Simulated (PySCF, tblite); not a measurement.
# C7H5FN+: dynamics, then NMR shifts on frames, part 2 of 2

tblite 0.8.0 and PySCF 2.14.0. Atoms count from 0. The steps go on from the part before.

## (5) NMR shieldings: 625 fs, PBE0/pcSseg-1

What the job is given:

```
{"job": {"kind": "nmr", "xc": "PBE0", "basis": "pcSseg-1", "pop": false}, "charge": 1, "multiplicity": 1}
C      3.078600    -1.664500    -0.665300
C      2.043700    -1.230700    -0.144900
C      0.792600    -0.623300     0.217800
C      0.647400     0.776300     0.270400
C     -0.537200     1.425800     0.694300
C     -1.552100     0.556300     0.848400
F     -2.794800     0.978600     1.082200
N     -1.539100    -0.747500     0.600300
C     -0.378400    -1.375700     0.314000
H      3.882900    -2.146300    -1.089600
H      1.544900     1.372200     0.035800
H     -0.635300     2.418300     0.910100
H     -2.388900    -1.256500     0.764000
H     -0.374400    -2.447000     0.188100
```

With the program's defaults for keys left out, this is: GIAO PBE0/pcSseg-1 NMR shielding, non-relativistic, gas phase.

What it wrote:

```text
coarse grid: 12856 points
cycle   1  E = -423.3210384027  dE =  2.106e+00  |g| = 6.299e-01  |ddm| = 3.798e+00
cycle   2  E = -423.1493932372  dE =  1.716e-01  |g| = 1.083e+00  |ddm| = 1.586e+00
cycle   3  E = -423.4138522027  dE = -2.645e-01  |g| = 1.360e-01  |ddm| = 1.027e+00
cycle   4  E = -423.4152869614  dE = -1.435e-03  |g| = 1.117e-01  |ddm| = 1.690e-01
cycle   5  E = -423.4182040118  dE = -2.917e-03  |g| = 3.023e-02  |ddm| = 9.269e-02
cycle   6  E = -423.4184086781  dE = -2.047e-04  |g| = 7.969e-03  |ddm| = 2.855e-02
cycle   7  E = -423.4184237287  dE = -1.505e-05  |g| = 2.268e-03  |ddm| = 9.069e-03
cycle   8  E = -423.4184249386  dE = -1.210e-06  |g| = 5.723e-04  |ddm| = 2.515e-03
final grid: 127912 points
cycle   9  E = -423.4764756117  dE = -3.998e-05  |g| = 7.002e-03  |ddm| = 4.897e-02
cycle  10  E = -423.4764697732  dE =  5.838e-06  |g| = 9.442e-03  |ddm| = 1.484e-02
cycle  11  E = -423.4764864937  dE = -1.672e-05  |g| = 1.494e-03  |ddm| = 8.546e-03
cycle  12  E = -423.4764868645  dE = -3.708e-07  |g| = 5.314e-04  |ddm| = 1.437e-03
cycle  13  E = -423.4764869239  dE = -5.940e-08  |g| = 2.295e-04  |ddm| = 5.152e-04
cycle  14  E = -423.4764869363  dE = -1.241e-08  |g| = 4.024e-05  |ddm| = 1.937e-04
cycle  15  E = -423.4764869366  dE = -2.922e-10  |g| = 1.838e-05  |ddm| = 5.003e-05
converged SCF energy = -423.4764869366

GIAO shielding tensors (ppm)
atom      isotropic    diamagn.    paramagn.     s11        s22        s33       span
  0 C       71.377     257.518    -186.142     10.851     13.410    189.869    179.018
  1 C      107.534     248.880    -141.346      8.989     16.620    296.993    288.004
  2 C       53.549     262.477    -208.927    -46.395     40.182    166.861    213.255
  3 C       10.920     250.177    -239.257    -92.873    -42.098    167.731    260.604
  4 C       68.982     256.260    -187.279    -22.727     48.190    181.481    204.208
  5 C       22.490     247.460    -224.970    -51.112     29.599     88.984    140.096
  6 F      231.020     469.685    -238.664    129.545    265.551    297.965    168.420
  7 N       72.630     332.240    -259.611    -48.053     73.470    192.472    240.524
  8 C       34.840     247.567    -212.727    -62.630     18.782    148.367    210.997
  9 H       27.934      32.507      -4.573     23.882     24.587     35.332     11.450
 10 H       22.131      29.398      -7.267     18.851     20.840     26.703      7.852
 11 H       24.080      29.974      -5.894     21.199     23.810     27.230      6.031
 12 H       21.626      28.034      -6.409     15.367     23.764     25.745     10.378
 13 H       23.084      28.504      -5.420     18.812     23.691     26.749      7.937
```

It took 21 s on 1 thread of Arm Neoverse V1, shared host; peak memory 0.82 GiB.

Key values: δ C3 176.0, C5 164.4, C8 152.1, C2 133.4, H12 10.09, H10 9.59 ppm.

## (6) Nuclear shieldings: 800 fs, PBE0/pcSseg-1

What the job is given:

```
{"job": {"kind": "nmr", "xc": "PBE0", "basis": "pcSseg-1", "pop": false}, "charge": 1, "multiplicity": 1}
C      3.031100    -1.881800    -0.590500
C      2.083000    -1.258500    -0.182100
C      0.887300    -0.519700     0.136000
C      0.952300     0.774800     0.598800
C     -0.207200     1.342400     1.073600
C     -1.384500     0.617100     1.078200
F     -2.529000     1.063900     1.446800
N     -1.389700    -0.668900     0.756400
C     -0.276500    -1.263000     0.302800
H      3.812200    -2.554800    -0.785900
H      1.904900     1.306500     0.420800
H     -0.169000     2.347600     1.509000
H     -2.299200    -1.141600     0.690500
H     -0.261500    -2.253300     0.069700
```

With the program's defaults for keys left out, this is: GIAO PBE0/pcSseg-1 NMR shielding, non-relativistic, gas phase.

What it wrote:

```text
coarse grid: 12856 points
cycle   1  E = -423.3212929342  dE =  2.260e+00  |g| = 6.349e-01  |ddm| = 3.806e+00
cycle   2  E = -423.1513489540  dE =  1.699e-01  |g| = 1.060e+00  |ddm| = 1.773e+00
cycle   3  E = -423.4199234447  dE = -2.686e-01  |g| = 1.050e-01  |ddm| = 1.136e+00
cycle   4  E = -423.4208965864  dE = -9.731e-04  |g| = 8.544e-02  |ddm| = 1.326e-01
cycle   5  E = -423.4224675788  dE = -1.571e-03  |g| = 2.633e-02  |ddm| = 7.064e-02
cycle   6  E = -423.4226217570  dE = -1.542e-04  |g| = 8.301e-03  |ddm| = 2.627e-02
cycle   7  E = -423.4226385779  dE = -1.682e-05  |g| = 1.559e-03  |ddm| = 8.864e-03
cycle   8  E = -423.4226391251  dE = -5.472e-07  |g| = 5.400e-04  |ddm| = 2.237e-03
final grid: 127912 points
cycle   9  E = -423.4792157039  dE = -3.560e-05  |g| = 6.245e-03  |ddm| = 4.828e-02
cycle  10  E = -423.4792127525  dE =  2.951e-06  |g| = 7.660e-03  |ddm| = 1.304e-02
cycle  11  E = -423.4792249215  dE = -1.217e-05  |g| = 1.424e-03  |ddm| = 7.413e-03
cycle  12  E = -423.4792252688  dE = -3.473e-07  |g| = 4.040e-04  |ddm| = 1.350e-03
cycle  13  E = -423.4792252985  dE = -2.967e-08  |g| = 2.095e-04  |ddm| = 4.340e-04
cycle  14  E = -423.4792253088  dE = -1.030e-08  |g| = 3.193e-05  |ddm| = 1.757e-04
cycle  15  E = -423.4792253090  dE = -1.760e-10  |g| = 1.398e-05  |ddm| = 4.316e-05
converged SCF energy = -423.4792253090

GIAO shielding tensors (ppm)
atom      isotropic    diamagn.    paramagn.     s11        s22        s33       span
  0 C       78.620     258.105    -179.485     14.041     22.028    199.791    185.750
  1 C      106.699     254.435    -147.737      8.941     16.926    294.229    285.287
  2 C       54.045     255.741    -201.695    -48.172     40.386    169.922    218.094
  3 C       22.735     250.435    -227.700    -89.349    -14.030    171.583    260.933
  4 C       66.667     256.690    -190.024    -10.018     35.648    174.369    184.387
  5 C       24.520     249.328    -224.808    -47.549     26.633     94.477    142.026
  6 F      248.905     468.362    -219.458    160.058    234.173    352.483    192.425
  7 N       69.732     332.643    -262.911    -47.347     60.609    195.934    243.282
  8 C       38.445     249.898    -211.453    -63.127     27.857    150.605    213.732
  9 H       27.652      30.991      -3.339     23.383     24.231     35.342     11.959
 10 H       21.944      28.019      -6.075     18.672     20.835     26.326      7.654
 11 H       23.456      26.523      -3.067     19.295     25.236     25.837      6.542
 12 H       21.231      27.800      -6.569     15.053     22.976     25.663     10.610
 13 H       24.049      31.185      -7.135     19.871     23.419     28.857      8.985
```

Run time: 21 s. Hardware: 1 thread of Arm Neoverse V1, shared host; peak memory 0.82 GiB.

In short: δ C3 164.2, C5 162.4, C8 148.5, C2 132.9, H12 10.49, H10 9.77 ppm.

## (7) NMR shieldings: 1000 fs, PBE0/pcSseg-1

What the job is given:

```
{"job": {"kind": "nmr", "xc": "PBE0", "basis": "pcSseg-1", "pop": false}, "charge": 1, "multiplicity": 1}
C      3.196200    -1.616200    -0.315600
C      2.132500    -1.221000     0.030700
C      0.994100    -0.559600     0.405000
C      0.758900     0.841000     0.463600
C     -0.502600     1.314500     0.798000
C     -1.486800     0.445300     1.204200
F     -2.720800     0.735500     1.442600
N     -1.224800    -0.903100     1.235100
C     -0.031500    -1.404800     0.876100
H      4.076500    -2.142300    -0.560400
H      1.611000     1.481400     0.420300
H     -0.673800     2.361700     0.812700
H     -1.890300    -1.448600     1.773000
H      0.140000    -2.504800     1.011400
```

With the program's defaults for keys left out, this is: GIAO PBE0/pcSseg-1 NMR shielding, non-relativistic, gas phase.

What it wrote:

```text
coarse grid: 12856 points
cycle   1  E = -423.3112305195  dE =  2.194e+00  |g| = 6.559e-01  |ddm| = 3.841e+00
cycle   2  E = -423.1000981726  dE =  2.111e-01  |g| = 1.129e+00  |ddm| = 1.667e+00
cycle   3  E = -423.4174176865  dE = -3.173e-01  |g| = 1.167e-01  |ddm| = 1.131e+00
cycle   4  E = -423.4188614460  dE = -1.444e-03  |g| = 9.394e-02  |ddm| = 1.610e-01
cycle   5  E = -423.4208230354  dE = -1.962e-03  |g| = 2.581e-02  |ddm| = 7.303e-02
cycle   6  E = -423.4209638542  dE = -1.408e-04  |g| = 9.346e-03  |ddm| = 2.600e-02
cycle   7  E = -423.4209855628  dE = -2.171e-05  |g| = 1.684e-03  |ddm| = 8.886e-03
cycle   8  E = -423.4209862512  dE = -6.884e-07  |g| = 5.174e-04  |ddm| = 2.134e-03
final grid: 127912 points
cycle   9  E = -423.4787600386  dE = -3.896e-05  |g| = 6.687e-03  |ddm| = 5.364e-02
cycle  10  E = -423.4787546658  dE =  5.373e-06  |g| = 8.903e-03  |ddm| = 1.399e-02
cycle  11  E = -423.4787701873  dE = -1.552e-05  |g| = 1.454e-03  |ddm| = 7.919e-03
cycle  12  E = -423.4787705614  dE = -3.741e-07  |g| = 4.281e-04  |ddm| = 1.394e-03
cycle  13  E = -423.4787705978  dE = -3.643e-08  |g| = 2.080e-04  |ddm| = 4.571e-04
cycle  14  E = -423.4787706080  dE = -1.014e-08  |g| = 3.382e-05  |ddm| = 1.778e-04
cycle  15  E = -423.4787706081  dE = -1.736e-10  |g| = 2.132e-05  |ddm| = 4.995e-05
converged SCF energy = -423.4787706081

GIAO shielding tensors (ppm)
atom      isotropic    diamagn.    paramagn.     s11        s22        s33       span
  0 C       68.654     258.706    -190.053     14.683     19.797    171.481    156.798
  1 C      110.435     245.788    -135.353     14.883     18.583    297.840    282.958
  2 C       53.721     259.510    -205.789    -47.573     32.816    175.921    223.495
  3 C       19.052     247.609    -228.557    -89.411    -24.304    170.872    260.283
  4 C       68.101     256.928    -188.827    -10.083     37.667    176.717    186.799
  5 C       20.260     250.588    -230.328    -53.752     23.628     90.905    144.657
  6 F      246.089     468.426    -222.337    161.059    225.107    352.102    191.043
  7 N       61.449     331.667    -270.218    -62.833     57.839    189.343    252.176
  8 C       28.271     250.341    -222.070    -70.501     16.671    138.644    209.146
  9 H       27.061      31.561      -4.500     23.474     24.250     33.458      9.984
 10 H       22.529      29.680      -7.151     19.864     20.817     26.906      7.042
 11 H       23.986      28.188      -4.203     20.161     25.159     26.638      6.477
 12 H       21.721      27.251      -5.530     15.812     23.632     25.719      9.907
 13 H       22.244      26.984      -4.739     17.725     22.942     26.066      8.341
```

It took 21 s on 1 thread of Arm Neoverse V1, shared host; peak memory 0.82 GiB.

In short: δ C3 167.9, C5 166.7, C8 158.7, C2 133.2, H12 10.00, H13 9.47 ppm.

## (8) Side by side: NMR shifts

Shifts (ppm) of some atoms, chosen among heavy atoms and hydrogens apart, with basis size and wall time:

| frame | C3 | C5 | C8 | H11 | H13 | F6 | N7 | functions | time |
| --- | --- | --- | --- | --- | --- | --- | --- | --- | --- |
| 250 fs | 165.1 | 158.3 | 148.6 | 8.73 | 8.47 | -84.6 | 193.6 | 178 | 21 s |
| 425 fs | 163.0 | 171.7 | 153.1 | 8.29 | 9.21 | -64.5 | 211.7 | 178 | 21 s |
| 625 fs | 176.0 | 164.4 | 152.1 | 7.64 | 8.63 | -60.1 | 195.1 | 178 | 21 s |
| 800 fs | 164.2 | 162.4 | 148.5 | 8.26 | 7.67 | -78.0 | 198.0 | 178 | 21 s |
| 1000 fs | 167.9 | 166.7 | 158.7 | 7.73 | 9.47 | -75.1 | 206.3 | 178 | 21 s |

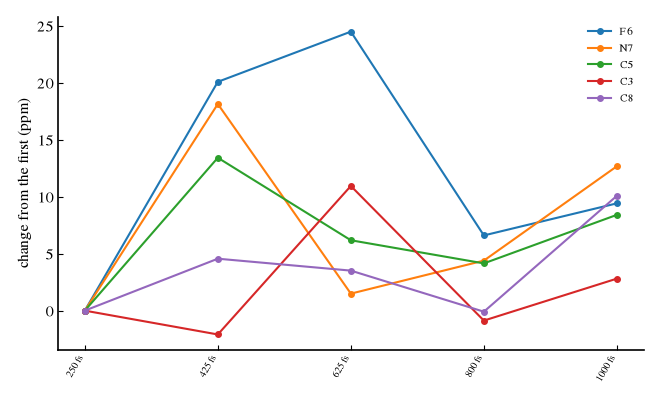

How five of the tabulated atoms move from run to run.

## (9) Outcome

What follows sums up all 2 parts.

| quantity | value |
| --- | --- |
| thermostat | 300 K |
| mean temperature, second half | 295 K |
| mean potential energy above the minimum | 0.48 eV |
| 13C shifts against TMS (PBE0/pcSseg-1, 250 fs) | 165.1, 158.3, 148.6, 131.2, 124.5, 108.3, 78.1 ppm |
| 1H shifts against TMS (PBE0/pcSseg-1, 250 fs) | 9.97, 9.18, 8.73, 8.47, 4.01 ppm |
| 19F shifts against CFCl3 (PBE0/pcSseg-1, 250 fs) | -84.6 ppm |
| 15N shifts against NH3 (PBE0/pcSseg-1, 250 fs) | 193.6 ppm |
| range of the shift of F6 | -84.6 to -60.1 ppm |

**Reading.** In the second half the potential energy averages 0.48 eV above the minimum; equipartition over 36 harmonic modes at 300 K would give 0.47 eV. With 14 atoms the temperature swings widely (156 to 409 K). Shifts at one fixed geometry are not the observed spectrum, which averages over the motion. In the first frame run (250 fs): The widest tensor belongs to C1: span 278 ppm, with a paramagnetic part of -142 ppm. NICS(1)zz of -23 ppm above the planar ring from C2 marks a diatropic (aromatic) ring current. Across the 5 runs the shift of F6 moves most, between -84.6 (250 fs) and -60.1 ppm (625 fs).
